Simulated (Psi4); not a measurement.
# SiCl2 (SMILES Cl[Si]Cl), step by step

Wanted: a series of 17 runs (TPSSh-D3(BJ)/def2-SVP, UTPSSh-D3(BJ)/def2-SVP) of Cl2Si and its partners. 

The calculation is run with Psi4 1.11.

### 1 The molecule

SiCl2: 3 atoms, total charge 0, spin state singlet. As SMILES, `Cl[Si]Cl`. The shape is that of a PBE0-D4/def2-TZVP optimisation.

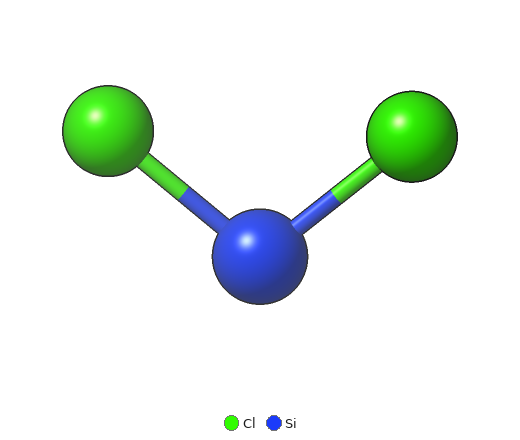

The structure, seen from a chosen angle (chlorine green, silicon blue).

### 2 The energy at TPSSh-D3(BJ)/def2-SVP (density fitting) (run 1)

run.py

```python
import psi4

psi4.set_memory(1600000000)
psi4.set_num_threads(1)
psi4.set_output_file('psi4.out', False)

geom = psi4.geometry("""
0 1
Cl     0.293800     1.603800     0.338000
Si    -0.770100    -0.010400    -0.422000
Cl     0.476300    -1.593400     0.084000
symmetry c1
""")

psi4.set_options(dict(basis='def2-SVP'))

e = psi4.energy('tpssh-d3bj2b')
print('E =', round(e, 9))
```

Run with:

```sh
$ python run.py
```

psi4.out:

```text
[...]
  Running in c1 symmetry.
[...]
  Nuclear repulsion =  168.862006344462941
[...]
  Multiplicity = 1
[...]
  Nalpha       = 24
  Nbeta        = 24
[...]
    Number of basis functions: 54
[...]
   @DF-RKS iter   1: -1209.59383657318699   -1.65606e-01   4.49964e-03 DIIS/ADIIS
[...]
   @DF-RKS iter   7: -1209.62148312671275   -3.88238e-08   4.67720e-07 DIIS
[...]
    Orbital Energies [Eh]
    ---------------------
    Doubly Occupied:
       1A   -101.360859     2A   -101.360838     3A    -66.054222
       4A     -9.389106     5A     -9.389092     6A     -7.140835
       7A     -7.140819     8A     -7.137145     9A     -7.137131
      10A     -7.134946    11A     -7.134924    12A     -5.291217
      13A     -3.644327    14A     -3.642138    15A     -3.638466
      16A     -0.828587    17A     -0.801775    18A     -0.494377
      19A     -0.397590    20A     -0.358315    21A     -0.356360
      22A     -0.325940    23A     -0.308370    24A     -0.261302
[...]
  @DF-RKS Final Energy: -1209.62148312671275
   => Energetics <=
    Nuclear Repulsion Energy =            168.8620063444629409
    One-Electron Energy =               -2007.9284212225331885
    Two-Electron Energy =                 699.3606718649705272
    DFT Exchange-Correlation Energy =     -69.9116343259676114
    Empirical Dispersion Energy =          -0.0041057876453014
    VV10 Nonlocal Energy =                  0.0000000000000000
    Total Energy =                      -1209.6214831267127465
[...]
 Multipole Moments:
 ------------------------------------------------------------------------------------
     Multipole            Electronic (a.u.)      Nuclear  (a.u.)        Total (a.u.)
 ------------------------------------------------------------------------------------
 L = 1.  Multiply by 2.5417464519 to convert [e a0] to [Debye]
 Dipole X            :          0.3993144           -0.7095860           -0.3102716
 Dipole Y            :          0.0048987           -0.0084433           -0.0035445
 Dipole Z            :         -0.0000000           -0.0000000           -0.0000000
 Magnitude           :                                                    0.3102919
[...]
```

The script printed:

```text
E = -1209.621483127
```

Run time: 11 s. Hardware: 1 thread of Intel Xeon Platinum 8259CL at 2.50GHz (Skylake/Cascade Lake), shared host; peak memory 0.41 GiB.

### 3 The distorted shape: a single-point energy at TPSSh-D3(BJ)/def2-SVP (density fitting) (run 2)

calc.in

```
memory 1600 mb

molecule {
  0 1
  Cl     0.134218     1.361674     0.224002
  Si    -0.770100    -0.010400    -0.422000
  Cl     0.476300    -1.593400     0.084000
  symmetry c1
}

set basis def2-SVP

energy("tpssh-d3bj")
```

Run with:

```sh
$ psi4 -n 1 calc.in calc.out
```

calc.out:

```text
[...]
  Running in c1 symmetry.
[...]
  Nuclear repulsion =  183.307389389690286
[...]
  Multiplicity = 1
[...]
  Nalpha       = 24
  Nbeta        = 24
[...]
    Number of basis functions: 54
[...]
   @DF-RKS iter   1: -1209.52769839866460    2.20242e-01   5.05234e-03 ADIIS/DIIS
[...]
   @DF-RKS iter   8: -1209.56639538143008   -5.91604e-09   2.22122e-07 DIIS
[...]
    Orbital Energies [Eh]
    ---------------------
    Doubly Occupied:
       1A   -101.387132     2A   -101.340391     3A    -66.023894
       4A     -9.425568     5A     -9.369079     6A     -7.176021
       7A     -7.173091     8A     -7.170395     9A     -7.120736
      10A     -7.117109    11A     -7.114914    12A     -5.270390
      13A     -3.622133    14A     -3.622009    15A     -3.616719
      16A     -0.897417    17A     -0.793939    18A     -0.514436
      19A     -0.417755    20A     -0.405921    21A     -0.385438
      22A     -0.319644    23A     -0.303092    24A     -0.237835
[...]
  @DF-RKS Final Energy: -1209.56639538143008
   => Energetics <=
    Nuclear Repulsion Energy =            183.3073893896902860
    One-Electron Energy =               -2036.4456592690494290
    Two-Electron Energy =                 713.5937747536368079
    DFT Exchange-Correlation Energy =     -70.0177104001910351
    Empirical Dispersion Energy =          -0.0041898555167758
    VV10 Nonlocal Energy =                  0.0000000000000000
    Total Energy =                      -1209.5663953814300839
[...]
 Multipole Moments:
 ------------------------------------------------------------------------------------
     Multipole            Electronic (a.u.)      Nuclear  (a.u.)        Total (a.u.)
 ------------------------------------------------------------------------------------
 L = 1.  Multiply by 2.5417464519 to convert [e a0] to [Debye]
 Dipole X            :          0.7432280           -0.6571426            0.0860854
 Dipole Y            :          0.5879290            0.0570802            0.6450092
 Dipole Z            :          0.0000000            0.0000000            0.0000000
 Magnitude           :                                                    0.6507285
[...]
```

It took 9.3 s on 1 thread of Intel Xeon Platinum 8259CL at 2.50GHz (Skylake/Cascade Lake), shared host; peak memory 0.42 GiB.

Runs 3 to 15 aren't shown in full; the table further down has their settings and results.

### 4 SiCl: a geometry optimisation at UTPSSh-D3(BJ)/def2-SVP (density fitting) (run 16)

run.py

```python
import psi4

psi4.set_memory('1600 MB')
psi4.set_num_threads(1)
psi4.core.set_output_file('output.dat', False)

geom = psi4.geometry("""
0 2
Si
Cl 1 2.077363
symmetry c1
""")

psi4.set_options(dict(basis='def2-SVP', reference='uks', geom_maxiter=50))

e, wfn = psi4.optimize("tpssh-d3bj", molecule=geom, return_wfn=True)
print(f'tpssh-d3bj energy: {e:.10f} Eh')
geom.save_xyz_file('final.xyz', False)
for k, v in sorted(psi4.core.scalar_variables().items()):
    print(f'{k:45s} {v:18.10f}')
```

Run with:

```sh
$ python run.py
```

output.dat:

```text
[...]
  Running in c1 symmetry.
[...]
  Nuclear repulsion =   60.626946826077102
[...]
  Multiplicity = 2
[...]
  Nalpha       = 16
  Nbeta        = 15
[...]
    Number of basis functions: 36
[...]
   @DF-UKS iter   1:  -749.43666268606319   -2.52049e-01   4.99899e-03 ADIIS/DIIS
[...]
   @DF-UKS iter   7:  -749.45372468561300   -1.70530e-12   5.26912e-09 DIIS
[...]
   @S^2 Observed:                7.561168722E-01
[...]
  @DF-UKS Final Energy:  -749.45372468561300
   => Energetics <=
    Nuclear Repulsion Energy =             60.1060032075128845
    One-Electron Energy =               -1155.6986826915617712
    Two-Electron Energy =                 390.4848465469078178
    DFT Exchange-Correlation Energy =     -44.3442537584607166
    Empirical Dispersion Energy =          -0.0016379900112213
    VV10 Nonlocal Energy =                  0.0000000000000000
    Total Energy =                       -749.4537246856128831
[...]
 Multipole Moments:
 ------------------------------------------------------------------------------------
     Multipole            Electronic (a.u.)      Nuclear  (a.u.)        Total (a.u.)
 ------------------------------------------------------------------------------------
 L = 1.  Multiply by 2.5417464519 to convert [e a0] to [Debye]
 Dipole X            :          0.0000000            0.0000000            0.0000000
 Dipole Y            :         -0.0000000            0.0000000           -0.0000000
 Dipole Z            :          0.5474235           -0.8779287           -0.3305052
 Magnitude           :                                                    0.3305052
[...]
  -Total Gradient:
     Atom            X                  Y                   Z
    ------   -----------------  -----------------  -----------------
       1       -0.000000000000    -0.000000000000     0.000059263769
       2        0.000000000000     0.000000000000    -0.000109861815
[...]
    Final optimized geometry and variables:
    Molecular point group: c1
    Full point group: C_inf_v
    Geometry (in Angstrom), charge = 0, multiplicity = 2:
    SI
    CL            1    2.095368
[set-up sections that repeat, and orbital energies of the middle runs, are left out above]
```

The script printed:

```text
Some dependencies such as QCElemental have not yet finished migration to pydantic v2. If issues are encountered please downgrade pydantic or upgrade QCElemental as appropriate
Optimizer: Optimization complete!
tpssh-d3bj energy: -749.4537246856 Eh
CURRENT ENERGY                                   -749.4537246856
CURRENT REFERENCE ENERGY                         -749.4537246856
DD SOLVATION ENERGY                                 0.0000000000
DFT FUNCTIONAL TOTAL ENERGY                      -749.4520866956
DFT TOTAL ENERGY                                 -749.4537246856
DFT VV10 ENERGY                                     0.0000000000
DFT XC ENERGY                                     -44.3442537585
DISPERSION CORRECTION ENERGY                       -0.0016379900
GRID ELECTRONS ALPHA                               15.9999999217
GRID ELECTRONS BETA                                14.9999998139
GRID ELECTRONS TOTAL                               30.9999997356
NUCLEAR REPULSION ENERGY                           60.1060032075
ONE-ELECTRON ENERGY                             -1155.6986826916
OPTIMIZATION ITERATIONS                             3.0000000000
PCM POLARIZATION ENERGY                             0.0000000000
PE ENERGY                                           0.0000000000
SCF ITERATION ENERGY                             -749.4537246856
SCF ITERATIONS                                      7.0000000000
SCF TOTAL ENERGY                                 -749.4537246856
TPSSH-D3(BJ) DISPERSION CORRECTION ENERGY          -0.0016379900
TWO-ELECTRON ENERGY                               390.4848465469
XC GRID RADIAL POINTS                              75.0000000000
XC GRID SPHERICAL POINTS                          302.0000000000
XC GRID TOTAL POINTS                            41628.0000000000
```

Run time: 18 s. Hardware: 1 thread of Intel Xeon Platinum 8259CL at 2.50GHz (Skylake/Cascade Lake), shared host; peak memory 0.33 GiB.

Steps, from the record of the run:

```csv
step,energy from the first frame kept (eV),largest force (eV/Å)
0,0.0000,0.3050
1,-0.0024,0.1102
2,-0.0027,0.0056
```

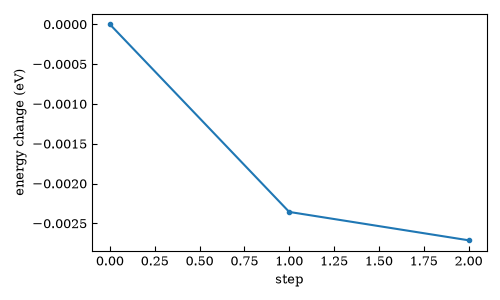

Energy along the run.

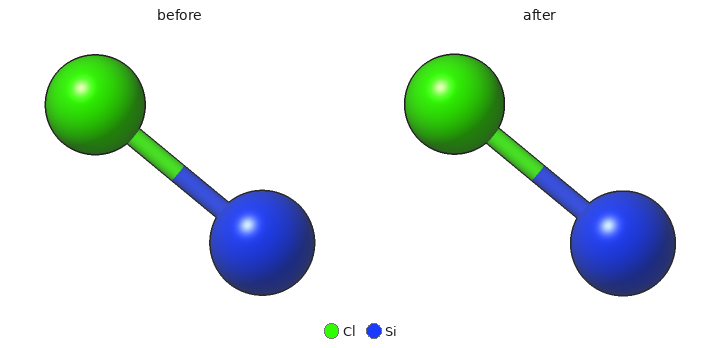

Before and after, at one scale.

After the run. Bond lengths: Si1–Cl2 2.095 Å.

### 5 The Cl atom: a single-point energy at UTPSSh-D3(BJ)/def2-SVP (density fitting) (run 17)

calc.inp

```
memory 1.6 GB

molecule molecule1 {
  0 2
  Cl
  symmetry c1
}

set globals {
  reference uks
}

energy_value, wavefunction = energy('tpssh-d3(bj)/def2-SVP', return_wfn=True)
```

Run the same way, it converges to -460.00527 Eh (log not shown).

### 6 All runs side by side

| run | level | level shift | density convergence threshold | task | partner | energy (Eh) | dipole moment (D) | HOMO energy (eV) | LUMO energy (eV) | wall time |
| --- | --- | --- | --- | --- | --- | --- | --- | --- | --- | --- |
| 1 | TPSSh-D3(BJ)/def2-SVP (density fitting) | – | – | energy | base | -1209.621483 | 0.79 | -7.11 | -3.23 | 11 s |
| 2 | TPSSh-D3(BJ)/def2-SVP (density fitting) | – | – | energy | Cl1–Si2 1.77 Å | -1209.566395 | 1.65 | -6.47 | -2.61 | 9.3 s |
| 3 | TPSSh-D3(BJ)/def2-SVP (density fitting) | – | – | energy | Cl1–Si2 2.39 Å | -1209.606435 | 2.40 | -7.43 | -3.75 | 8.7 s |
| 4 | TPSSh-D3(BJ)/def2-SVP (density fitting) | – | – | energy | Cl1–Si2 2.70 Å | -1209.576741 | 3.98 | -6.94 | -4.16 | 11 s |
| 5 | UTPSSh-D3(BJ)/def2-SVP (density fitting) | – | – | energy | Cl1–Si2 2.70 Å | -1209.576741 | 3.98 | -6.94 | -4.16 | 13 s |
| 6 | TPSSh-D3(BJ)/def2-SVP (density fitting) | – | – | energy | Cl1–Si2 3.12 Å | -1209.538693 | 5.67 | -6.26 | -4.56 | 11 s |
| 7 | UTPSSh-D3(BJ)/def2-SVP (density fitting) | – | – | energy | Cl1–Si2 3.12 Å | -1209.538693 | 5.67 | -6.26 | -4.56 | 11 s |
| 8 | TPSSh-D3(BJ)/def2-SVP (density fitting) | – | – | energy | Cl1–Si2 3.74 Å | -1209.496213 | 7.49 | -5.74 | -4.92 | 11 s |
| 9 | UTPSSh-D3(BJ)/def2-SVP (density fitting) | – | – | energy | Cl1–Si2 3.74 Å | -1209.498168 | 6.59 | -5.94 | -4.81 | 15 s |
| 10 | TPSSh-D3(BJ)/def2-SVP (density fitting) | – | – | energy | Cl1–Si2 4.57 Å | -1209.464876 | 9.12 | -5.48 | -5.11 | 12 s |
| 11 | UTPSSh-D3(BJ)/def2-SVP (density fitting) | – | – | energy | Cl1–Si2 4.57 Å | -1209.478235 | 6.25 | -5.76 | -5.01 | 38 s |
| 12 | UTPSSh-D3(BJ)/def2-SVP (density fitting) | – | – | energy | Cl1–Si2 6.23 Å | not converged | – | – | – | 69 s |
| 13 | UTPSSh-D3(BJ)/def2-SVP (density fitting) | 0.3 | 1e-06 | energy | Cl1–Si2 6.23 Å | not converged | – | – | – | 85 s |
| 14 | UTPSSh-D3(BJ)/def2-SVP (density fitting) | – | 1e-06 | energy | Cl1–Si2 6.23 Å | not converged | – | – | – | 1.9 min |
| 15 | UTPSSh-D3(BJ)/def2-SVP (density fitting) | – | – | energy | fragment | -749.453625 | 0.73 | -4.66 | -3.44 | 10 s |
| 16 | UTPSSh-D3(BJ)/def2-SVP (density fitting) | – | – | optimise | fragment | -749.453725 | 0.84 | -4.70 | -3.48 | 18 s |
| 17 | UTPSSh-D3(BJ)/def2-SVP (density fitting) | – | – | energy | fragment | -460.005267 | 0.00 | -8.42 | -6.70 | 6 s |

### 7 Outcome

| quantity | value |
| --- | --- |
| Cl atom: total energy | -460.00527 Eh |
| Cl atom: dipole moment | 0.00 D |
| Cl atom: HOMO energy (highest over α and β) | -8.42 eV |
| Cl atom: LUMO energy (lowest over α and β) | -6.70 eV |
| Cl atom: ⟨S²⟩ | 0.752 |
| interaction energy of the rigid parts SiCl and Cl (parts in their own basis; closest atoms 2.08 Å apart) | -4.424 eV |
| energy change with the Cl1–Si2 bond shortened from 2.077 to 1.766 Å | 1.499 eV |
| energy change with the Cl1–Si2 bond stretched from 2.077 to 3.739 Å | 3.409 eV |
| energy change with the Cl1–Si2 bond stretched from 2.077 to 2.389 Å | 0.409 eV |
| energy change with the Cl1–Si2 bond stretched from 2.077 to 3.116 Å | 2.253 eV |
| energy change with the Cl1–Si2 bond stretched from 2.077 to 2.700 Å | 1.218 eV |
| energy change with the Cl1–Si2 bond stretched from 2.077 to 4.570 Å | 4.262 eV |

**Reading.** The interaction energy of the rigid parts SiCl and Cl (parts in their own basis; closest atoms 2.08 Å apart) is −4.42 eV (−427 kJ/mol): the parts attract. Without counterpoise this holds the superposition error of the basis. With the Cl1–Si2 bond shortened from 2.077 to 1.766 Å the energy rises by 1.50 eV (145 kJ/mol). The first shape isn't relaxed at this level, so the change isn't measured from a minimum. With the Cl1–Si2 bond stretched from 2.077 to 3.739 Å the energy rises by 3.41 eV (79 kcal/mol). A restricted reference can't describe the breaking bond well at this length. With the Cl1–Si2 bond stretched from 2.077 to 2.389 Å the energy rises by 0.41 eV (39.5 kJ/mol). With the Cl1–Si2 bond stretched from 2.077 to 3.116 Å the energy rises by 2.25 eV (52 kcal/mol). With the Cl1–Si2 bond stretched from 2.077 to 2.700 Å the energy rises by 1.22 eV (117 kJ/mol). In runs 8, 10 a closed-shell determinant meets a far-stretched bond, which it describes badly. Spin contamination of the reference: run 11 ⟨S²⟩ = 0.66, run 9 ⟨S²⟩ = 0.34. Where it is this large, the reference is a mixture of spin states, and values that rest on it are in doubt. All runs together took 7.6 min, the longest 1.9 min. 3 of the 17 runs did not end normally.
